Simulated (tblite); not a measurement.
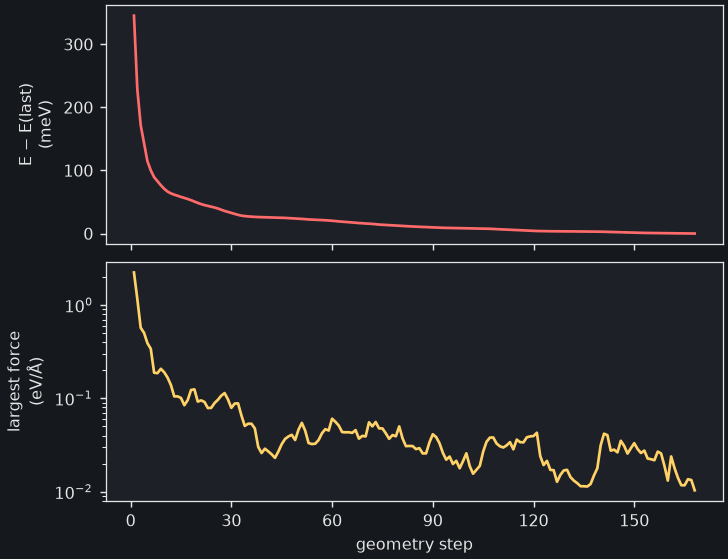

History of a geometry optimisation. The run: C8H12PS (SMILES C=C(C)[P@@H+](C)c1cccs1) (charge +1), by tblite, GFN2-xTB geometry optimisation, gas phase.

The optimisation met its thresholds at geometry 168, counting the start as the first. The energy fell by about 350 meV from the first step to the last. The largest force goes from about 2.2 eV/Å at the start to 0.01 eV/Å at the end.
